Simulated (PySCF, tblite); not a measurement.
# C4H6FO2Si radical: geometry, infrared bands and EPR parameters

What infrared bands and EPR parameters should C4H6FO2Si radical (`O=CC/C(F)=[C]\O[SiH3]`) show?

Computed with tblite 0.8.0 and PySCF 2.14.0, with density-fitted response routines of our own, on a single molecule in the gas phase. Atoms are numbered from 0 throughout.

## Step 1: The starting structure

14 atoms, charge 0, multiplicity 2; geometry from: force field or distance geometry start.

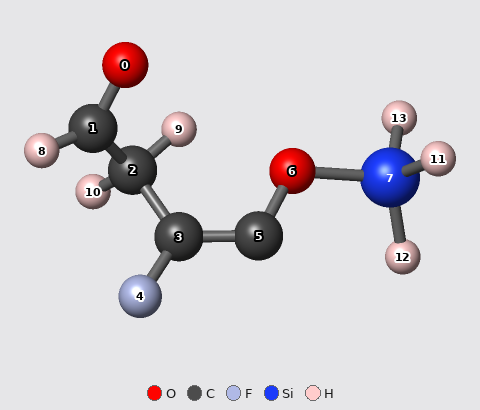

The starting geometry (oxygen red, carbon dark grey, fluorine light blue, silicon blue, hydrogen pink), atoms numbered; sticks join atoms by distance.

## Step 2: Relaxing the molecule with GFN2-xTB

What the job is given:

```
{"job": {"kind": "relax", "xc": "GFN2-xTB", "basis": "xTB"}, "charge": 0, "multiplicity": 2}
O     -2.274600     1.224600     1.243400
C     -2.535800     0.424800     0.316900
C     -1.433600     0.248000    -0.665600
C     -0.765800    -1.057000    -0.355700
F     -1.468300    -2.215800    -0.493700
C      0.510100    -1.069700     0.089000
O      1.131500     0.180700     0.216500
Si     2.868900     0.246200     0.333100
H     -3.480800    -0.111500     0.287400
H     -0.658300     1.001300    -0.398700
H     -1.741400     0.289500    -1.711400
H      3.180300    -0.015300     1.750000
H      3.404000    -0.763000    -0.546800
H      3.263200     1.616800    -0.086400
```

Run with:

```
$ OMP_NUM_THREADS=1 python probes_run.py task.json out
```

This one command runs all jobs of the session in turn.

What it wrote:

```text
step      E/eV     max force
  0    -710.34069    4.124
  1    -710.63929    4.895
  2    -710.82990    1.342
  3    -710.88093    0.631
  4    -710.93739    1.048
  5    -710.97409    0.660
  6    -711.02123    0.608
  7    -711.06369    0.622
  8    -711.10052    0.572
  9    -711.12576    0.386
 10    -711.14694    0.380
 11    -711.16188    0.415
 12    -711.17874    0.426
 13    -711.19484    0.275
 14    -711.20602    0.281
 15    -711.21514    0.249
 16    -711.22527    0.281
 17    -711.23418    0.211
 18    -711.24061    0.230
 19    -711.24519    0.191
 20    -711.24854    0.175
 21    -711.25110    0.124
 22    -711.25266    0.068
 23    -711.25350    0.064
 24    -711.25411    0.055
 25    -711.25468    0.056
 26    -711.25519    0.044
 27    -711.25556    0.041
 28    -711.25584    0.039
 29    -711.25616    0.042
 30    -711.25652    0.041
 31    -711.25684    0.041
 32    -711.25705    0.038
 33    -711.25722    0.041
 34    -711.25746    0.045
 35    -711.25786    0.056
 36    -711.25841    0.062
 37    -711.25896    0.056
 38    -711.25944    0.045
 39    -711.25990    0.050
 40    -711.26041    0.060
 41    -711.26095    0.063
 42    -711.26139    0.054
 43    -711.26179    0.058
 44    -711.26229    0.065
 45    -711.26297    0.091
 46    -711.26366    0.148
 47    -711.26446    0.107
 48    -711.26509    0.074
 49    -711.26572    0.059
 50    -711.26616    0.067
 51    -711.26672    0.071
 52    -711.26698    0.056
 53    -711.26719    0.038
 54    -711.26734    0.088
 55    -711.26760    0.063
 56    -711.26784    0.067
 57    -711.26831    0.054
 58    -711.26859    0.048
 59    -711.26930    0.054
 60    -711.26990    0.058
 61    -711.27048    0.045
 62    -711.27085    0.051
 63    -711.27122    0.046
 64    -711.27172    0.057
 65    -711.27242    0.067
 66    -711.27319    0.074
 67    -711.27379    0.059
 68    -711.27447    0.064
 69    -711.27537    0.111
 70    -711.27650    0.111
 71    -711.27765    0.103
 72    -711.27865    0.099
 73    -711.27982    0.101
 74    -711.28131    0.157
 75    -711.28312    0.117
 76    -711.28451    0.185
 77    -711.28545    0.163
 78    -711.28716    0.157
 79    -711.29107    0.304
 80    -711.29287    0.097
 81    -711.29403    0.101
 82    -711.29522    0.103
 83    -711.29567    0.138
 84    -711.29643    0.062
 85    -711.29728    0.048
 86    -711.29771    0.041
 87    -711.29800    0.046
 88    -711.29821    0.045
 89    -711.29837    0.035
 90    -711.29853    0.031
 91    -711.29872    0.032
 92    -711.29897    0.045
 93    -711.29930    0.047
 94    -711.29964    0.042
 95    -711.29991    0.043
 96    -711.30014    0.037
 97    -711.30037    0.037
 98    -711.30062    0.072
 99    -711.30086    0.056
100    -711.30106    0.071
101    -711.30121    0.063
102    -711.30141    0.055
103    -711.30176    0.045
104    -711.30221    0.052
105    -711.30258    0.037
106    -711.30279    0.030
107    -711.30289    0.023
108    -711.30297    0.027
109    -711.30309    0.027
110    -711.30319    0.020
111    -711.30323    0.016
112    -711.30324    0.004
```

It took 0.53 s on 1 thread of Arm Neoverse V2, shared host.

Step by step: (not every step is listed)

| step | energy from step 0 (eV) | largest force (eV/Å) |
| --- | --- | --- |
| 0 | 0.0000 | 4.1239 |
| 1 | -0.2986 | 4.8952 |
| 2 | -0.4892 | 1.3423 |
| 3 | -0.5402 | 0.6306 |
| 4 | -0.5967 | 1.0480 |
| 5 | -0.6334 | 0.6595 |
| 6 | -0.6805 | 0.6084 |
| 7 | -0.7230 | 0.6221 |
| 8 | -0.7598 | 0.5723 |
| 17 | -0.8935 | 0.2113 |
| 26 | -0.9145 | 0.0440 |
| 35 | -0.9172 | 0.0561 |
| 44 | -0.9216 | 0.0646 |
| 53 | -0.9265 | 0.0376 |
| 62 | -0.9302 | 0.0507 |
| 71 | -0.9370 | 0.1033 |
| 80 | -0.9522 | 0.0970 |
| 89 | -0.9577 | 0.0352 |
| 98 | -0.9599 | 0.0719 |
| 107 | -0.9622 | 0.0228 |
| 108 | -0.9623 | 0.0272 |
| 109 | -0.9624 | 0.0270 |
| 110 | -0.9625 | 0.0197 |
| 111 | -0.9625 | 0.0164 |
| 112 | -0.9625 | 0.0037 |

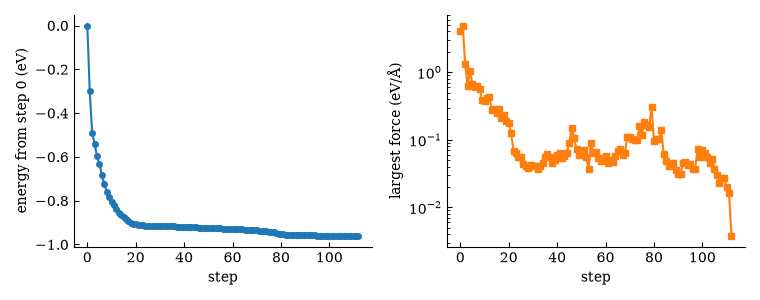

Energy and largest force along the relaxation.

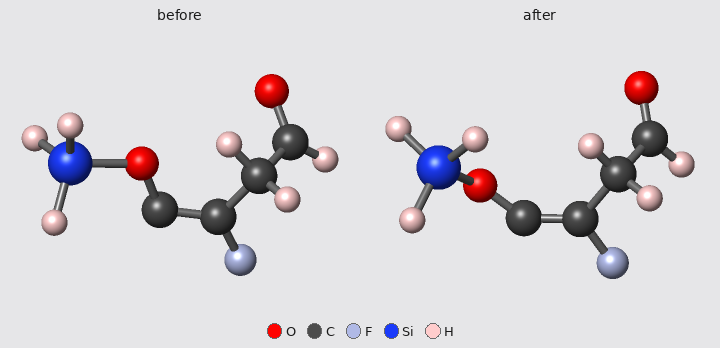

The geometry before (left) and after (right).

Close pairs (by a distance rule), those that changed most:

| bond | before (Å) | after (Å) | change (Å) |
| --- | --- | --- | --- |
| C5–O6 | 1.402 | 1.284 | -0.118 |
| O6–Si7 | 1.743 | 1.644 | -0.098 |
| O0–C1 | 1.252 | 1.199 | -0.052 |
| C3–C5 | 1.351 | 1.302 | -0.050 |
| C2–C3 | 1.498 | 1.525 | +0.027 |
| C2–H9 | 1.113 | 1.089 | -0.024 |
| Si7–H13 | 1.487 | 1.463 | -0.023 |
| Si7–H11 | 1.474 | 1.452 | -0.022 |

The final coordinates are the input of the step that follows.

## Step 3: Infrared spectrum with GFN2-xTB

What the job is given:

```
{"job": {"kind": "ir", "xc": "GFN2-xTB", "basis": "xTB"}, "charge": 0, "multiplicity": 2}
O     -2.385645     1.368974     1.263402
C     -2.413461     0.564888     0.373947
C     -1.305854     0.352802    -0.620212
C     -0.700488    -1.024644    -0.369664
F     -1.522257    -2.024721    -0.791667
C      0.436666    -1.303877     0.198560
O      1.428790    -0.688674     0.733994
Si     2.756303     0.194684     0.333455
H     -3.265841    -0.124861     0.238667
H     -0.537184     1.116073    -0.505780
H     -1.708015     0.351242    -1.634948
H      3.297877     0.390419     1.665979
H      3.601387    -0.588437    -0.565193
H      2.317046     1.415661    -0.342705
```

What it wrote:

```text
mode    cm-1     km/mol
  1       7.9      1.56
  2      34.6      1.80
  3      68.7      7.52
  4      75.8      0.18
  5      94.0      0.93
  6     190.4      0.27
  7     205.6      3.62
  8     336.9      2.07
  9     364.6      5.30
 10     444.0      1.38
 11     478.4      2.45
 12     486.6     46.13
 13     568.7     43.46
 14     622.7     84.12
 15     694.3     64.67
 16     730.9    194.08
 17     785.7    227.23
 18     816.7    358.14
 19     821.2     20.75
 20     888.0      3.30
 21     945.5     24.25
 22    1021.0     76.45
 23    1084.8    132.29
 24    1108.4    153.08
 25    1212.1     11.19
 26    1275.8    513.36
 27    1368.2     20.07
 28    1410.5      9.24
 29    1769.6    421.62
 30    1834.5     79.46
 31    2253.3    291.45
 32    2288.7    185.14
 33    2375.3    201.13
 34    2800.4     91.32
 35    2976.7      2.41
 36    3020.8     18.09
```

It took 0.34 s on 1 thread of Arm Neoverse V2, shared host.

The strongest bands and the atoms that carry them (share of the mass-weighted mode):

| cm⁻¹ | km/mol | atoms |
| --- | --- | --- |
| 731 | 194.1 | H11 61 %, H13 18 %, H12 15 % |
| 786 | 227.2 | H12 40 %, H13 37 %, H11 17 % |
| 817 | 358.1 | H13 36 %, H12 35 %, H11 22 % |
| 1276 | 513.4 | O6 41 %, C3 32 %, C5 16 % |
| 1770 | 421.6 | C1 59 %, O0 39 % |
| 2253 | 291.4 | H13 78 %, H12 18 % |
| 2289 | 185.1 | H12 79 %, H13 19 % |
| 2375 | 201.1 | H11 97 % |

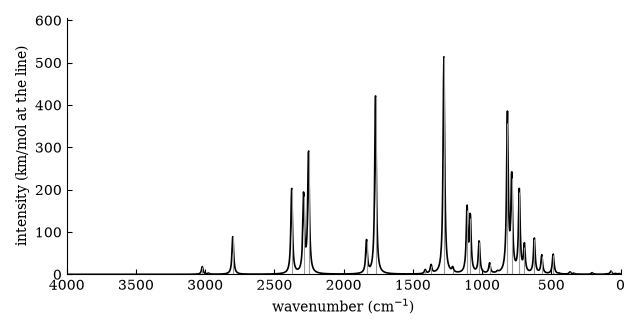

The infrared spectrum from these modes, unscaled. Lines are broadened to a width of 14 cm⁻¹ (Lorentzian).

## Step 4: EPR parameters: B3LYP/pcH-1

Settings changed since step 3:

```diff
@@ -1,2 +1,2 @@
-{"job": {"kind": "ir", "xc": "GFN2-xTB", "basis": "xTB"}, "charge": 0, "multiplicity": 2}
+{"job": {"kind": "epr", "basis": "pcH-1"}, "charge": 0, "multiplicity": 2}
 O     -2.385645     1.368974     1.263402
```

Method: UKS B3LYP, pcH-1 on C F H O Si, non-relativistic, mean-field spin-orbit, GIAO.

What it wrote:

```text
UKS, coarse grid
  cycle   1  E = -695.54615752  |g| = 7.59e-01
  cycle   2  E = -694.74684533  |g| = 1.61e+00
  cycle   3  E = -695.72849388  |g| = 2.14e-01
  cycle   4  E = -695.74383824  |g| = 1.06e-01
  cycle   5  E = -695.74709688  |g| = 3.09e-02
  cycle   6  E = -695.74750616  |g| = 9.16e-03
  cycle   7  E = -695.74754918  |g| = 3.32e-03
  cycle   8  E = -695.74755912  |g| = 2.42e-03
  cycle   9  E = -695.74756470  |g| = 9.24e-04
UKS, final grid
  cycle   1  E = -695.74760184  |g| = 1.34e-03
  cycle   2  E = -695.74760039  |g| = 2.53e-03
  cycle   3  E = -695.74760302  |g| = 2.68e-04
  cycle   4  E = -695.74760312  |g| = 2.06e-04
  cycle   5  E = -695.74760321  |g| = 1.64e-04
  cycle   6  E = -695.74760322  |g| = 2.67e-05
  cycle   7  E = -695.74760322  |g| = 8.78e-06
E = -695.74760322 Eh   <S^2> = 0.7579 (exact 0.7500)
g shifts (ppm)      1          2          3
  rmc          -199       -199       -199
  gc             36          6        -29
  oz_so        -311        459       1030
  total        -475        265        802
hyperfine (MHz)  atom isotope    a_iso     a_fc   dipolar eigenvalues
    0   17O      -0.69      -0.67     -3.23      1.43      1.80
    1   13C      -4.73      -4.73     -0.17      0.04      0.13
    2   13C      32.04      32.06     -5.06     -4.41      9.46
    3   13C      19.00      19.04    -23.80     -4.42     28.22
    4   19F     104.83     104.60    -60.42    -11.67     72.09
    5   13C     373.45     373.51    -74.98    -53.76    128.74
    6   17O     -63.74     -63.76    -50.59     24.02     26.57
    7  29Si      -6.58      -6.60     -4.66      1.84      2.82
    8    1H      -0.28      -0.28     -1.18     -0.90      2.08
    9    1H       0.43       0.44     -4.32     -1.37      5.69
   10    1H      -1.10      -1.10     -3.32     -0.58      3.90
   11    1H      -2.76      -2.76     -2.35     -1.97      4.32
   12    1H       4.99       4.99     -2.32     -1.93      4.25
   13    1H      20.63      20.63     -2.29     -1.43      3.72
```

Wall time 86 s (1 thread of Arm Neoverse V2, shared host); peak memory 0.97 GiB.

Principal g values 2.00184, 2.00258, 2.00312; g(iso) = 2.00252, against 2.00232 for a free electron.

Mean a(iso) over the nuclei that a row names, and the largest dipolar term of the row (other rows stand at the frozen geometry):

| nuclei | isotope | a(iso) (MHz) | a(iso) (G, at g = 2.0023) | largest dipolar term (MHz) |
| --- | --- | --- | --- | --- |
| C5 | 13C | 373.5 | 133.3 | 128.7 |
| F4 | 19F | 104.8 | 37.4 | 72.1 |
| O6 | 17O | -63.7 | -22.7 | -50.6 |
| C2 | 13C | 32.0 | 11.4 | 9.5 |
| C3 | 13C | 19.0 | 6.8 | 28.2 |
| H11, H12, H13 | 1H | 7.6 | 2.7 | 4.3 |
| Si7 | 29Si | -6.6 | -2.3 | -4.7 |
| C1 | 13C | -4.7 | -1.7 | -0.2 |
| O0 | 17O | -0.7 | -0.2 | -3.2 |
| H9, H10 | 1H | -0.3 | -0.1 | 5.7 |
| H8 | 1H | -0.3 | -0.1 | 2.1 |

Mulliken spin populations:

O0 0.01; C1 0.00; C2 0.05; C3 -0.09; F4 0.01; C5 0.89; O6 0.11; Si7 0.02; H8 0.00; H9 0.00; H10 0.00; H11 0.00; H12 0.00; H13 0.01

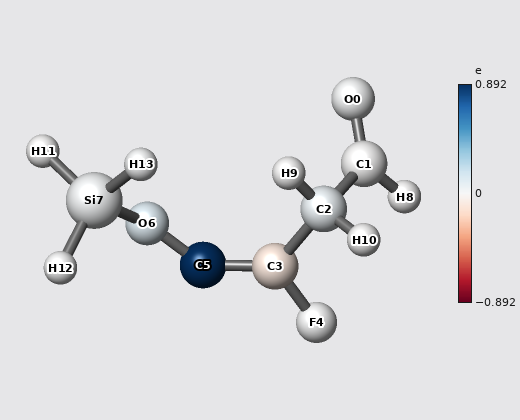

Mulliken spin populations, as colours on the atoms.

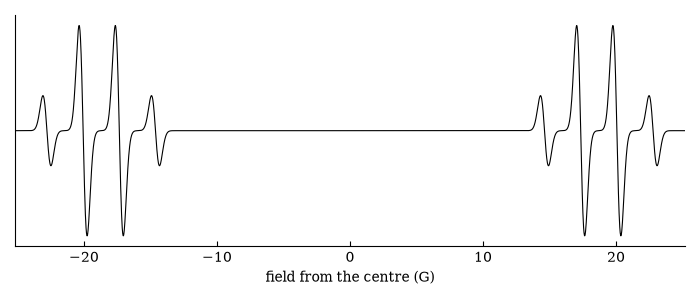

First-order isotropic spectrum (first derivative, main isotopes with spin only, couplings over 0.8 MHz, Gaussian width 0.3 G; couplings of the frozen geometry, rotation of groups not averaged beyond the rows shown).

The fields below are evaluated on a grid from the run's orbitals.

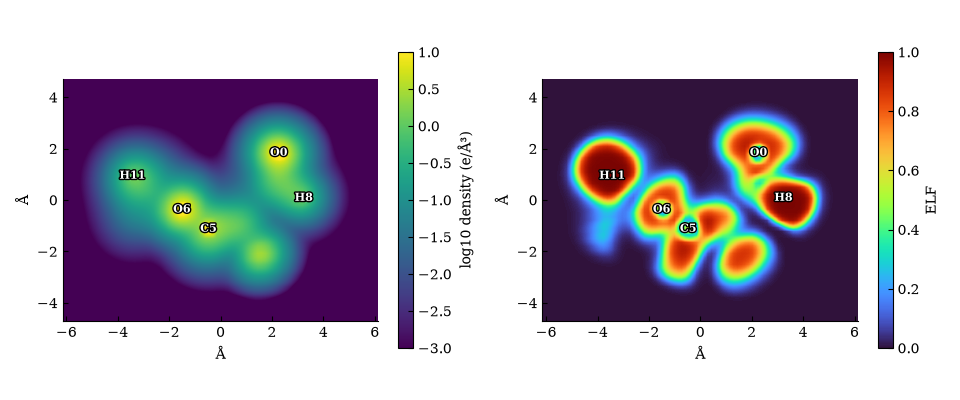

Density (left) and ELF (right) in a plane through or near 5 of the atoms.

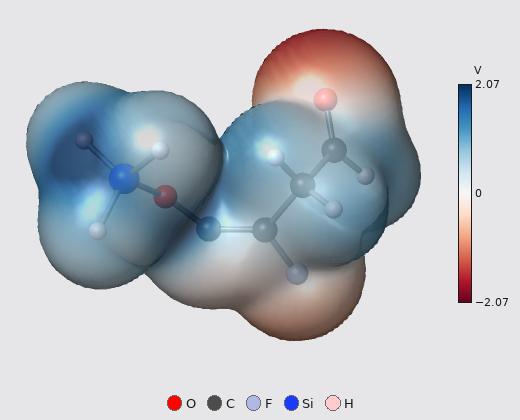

Electrostatic potential on the surface of density 0.002 e/bohr³; red is low, blue high. It runs from -1.55 V near O0 to 2.07 V near Si7.

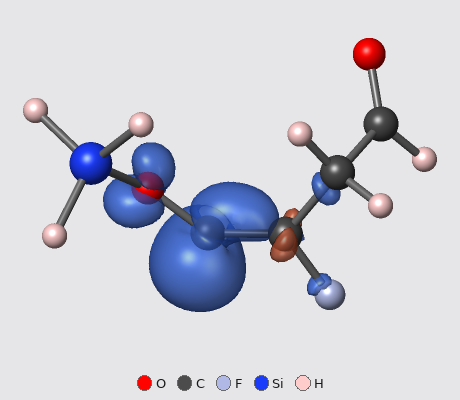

Spin density at ±0.05 e/Å³ (alpha excess blue, beta excess red).

## Step 5: Results

| quantity | value |
| --- | --- |
| strongest single infrared mode (GFN2-xTB) | 1276 cm⁻¹, 513 km/mol |
| zero-point energy (GFN2-xTB) | 53.6 kcal/mol |
| g(iso) (B3LYP) | 2.00252 |
| ⟨S²⟩ | 0.758 (exact 0.75) |
| largest a(iso) (averaged by class) | 13C on C5, 373.5 MHz |
| surface potential, least and greatest | -1.55 V and 2.07 V |

In words: The optimisation took 112 steps and gained 0.963 eV; among the close pairs (by a distance rule), C5–O6 changed most, from 1.402 to 1.284 Å. All 36 modes are real, so the xTB geometry is a minimum. The strongest single mode, at 1276 cm⁻¹, moves mainly O6 and C3. Unscaled tight-binding wavenumbers are off by several per cent, some by more. Its intensities can rank the bands wrongly. C5 carries the largest spin population, 0.89 e. The isotropic g lies 0.2 ppt above the free-electron value.
